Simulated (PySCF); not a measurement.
**PBE/ccECP-aug-cc-pVDZ (core potential) run of CH4ClNSi (SMILES [H]/N=C(/[SiH3])Cl)**

Aim: the vertical ionisation energy of CH4ClNSi at PBE/ccECP-aug-cc-pVDZ (core potential), from 2 runs. Input form: a Python script.

The calculation is run with PySCF 2.14.0.

### Step 1. The structure to begin with

CH4ClNSi: 8 atoms, total charge 0, spin state singlet. As SMILES, `[H]/N=C(/[SiH3])Cl`. The shape is that of a PBE0-D4/def2-TZVP optimisation.

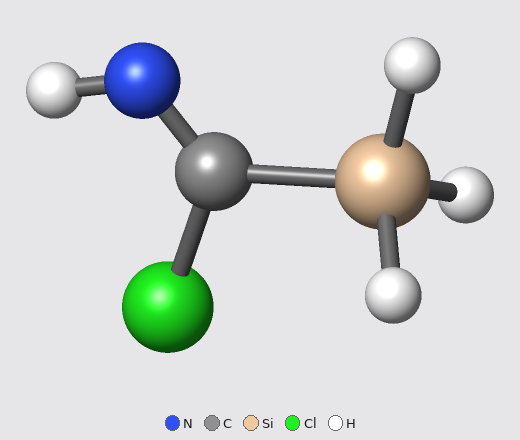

The structure, seen from a chosen angle (nitrogen blue, carbon grey, silicon light orange, chlorine green, hydrogen white).

### Step 2. A single-point energy at PBE/ccECP-aug-cc-pVDZ (core potential)

run.py

```python
from pyscf import gto, dft

mol = gto.M(
    atom='''
N       -0.134000       1.454700      -0.961900
C       -0.418500       0.335400      -0.490000
Si       0.653400      -0.598300       0.760300
Cl      -1.899100      -0.560600      -0.931300
H       -0.820600       1.817500      -1.623900
H        1.022600      -1.900500       0.155700
H       -0.163500      -0.822600       1.976900
H        1.851900       0.217300       1.058400
''',
    charge=0,
    ecp='ccecp',
    basis='ccecp-aug-cc-pvdz',
    max_memory=1860,
    verbose=3,
    spin=0,
)

mf = dft.RKS(mol)
mf.xc = 'pbe'
mf.grids.level = 4
mf.conv_tol = 1e-10
mf.kernel()
if not mf.converged:
    mf = mf.newton().run(mf.mo_coeff, mf.mo_occ)

etot = mf.e_tot
print('Final energy', etot)
```

Launch:

```console
$ OMP_NUM_THREADS=1 python run.py
```

The log of the run:

```text
converged SCF energy = -36.8130461622852
Final energy -36.813046162285204
```

Run time: 27 s. Hardware: 1 thread of Arm Neoverse V1, shared host; peak memory 0.68 GiB.

### Step 3. The doublet cation at the same level

input.xyz

```xyz
8

N     -0.134000     1.454700    -0.961900
C     -0.418500     0.335400    -0.490000
Si     0.653400    -0.598300     0.760300
Cl    -1.899100    -0.560600    -0.931300
H     -0.820600     1.817500    -1.623900
H      1.022600    -1.900500     0.155700
H     -0.163500    -0.822600     1.976900
H      1.851900     0.217300     1.058400
```

job.py

```python
from pyscf import gto, dft

mol = gto.M(
    atom='input.xyz',
    charge=1,
    max_memory=1860,
    verbose=3,
    spin=1,
    basis='ccecp-aug-cc-pvdz',
    ecp='ccecp',
)

mf = dft.UKS(mol)
mf.xc = 'pbe'
mf.grids.level = 4
mf.conv_tol = 1e-10
mf.kernel()
if not mf.converged:
    mf = mf.newton().run(mf.mo_coeff, mf.mo_occ)

e_final = mf.e_tot
print(f'total energy: {e_final:.8f} hartree')
```

Launch:

```console
$ OMP_NUM_THREADS=1 python job.py
```

The log of the run:

```text
WARN: HOMO -0.319146415005147 >= LUMO -0.319146415005146

WARN: HOMO -0.475190246000707 >= LUMO -0.47462167403901

converged SCF energy = -36.439492020713  <S^2> = 0.75537388  2S+1 = 2.0053667
total energy: -36.43949202 hartree
```

Wall time 61 s (1 thread of Arm Neoverse V1, shared host); peak memory 0.69 GiB.

### Step 4. Outcome

At PBE/ccECP-aug-cc-pVDZ (core potential):

| quantity | value |
| --- | --- |
| singlet CH4ClNSi: total energy | -36.81305 Eh |
| singlet CH4ClNSi: dipole moment | 0.33 D |
| singlet CH4ClNSi: HOMO energy | -6.89 eV |
| singlet CH4ClNSi: LUMO energy | -2.24 eV |
| singlet CH4ClNSi: HOMO–LUMO gap | 4.65 eV |
| doublet cation: total energy | -36.43949 Eh |
| doublet cation: HOMO energy (highest over α and β) | -13.52 eV |
| doublet cation: LUMO energy (lowest over α and β) | -13.29 eV |
| doublet cation: ⟨S²⟩ | 0.755 |
| vertical ionisation energy (to the doublet cation) | 10.165 eV |

The vertical ionisation energy comes to 10.16 eV (234 kcal/mol). −ε(HOMO) before ionisation, 6.89 eV, is 3.27 eV below this ionisation energy. Mulliken charges (singlet CH4ClNSi) run from -1.63 on Si3 to +0.95 on N1; in a basis this large or diffuse they mean little.
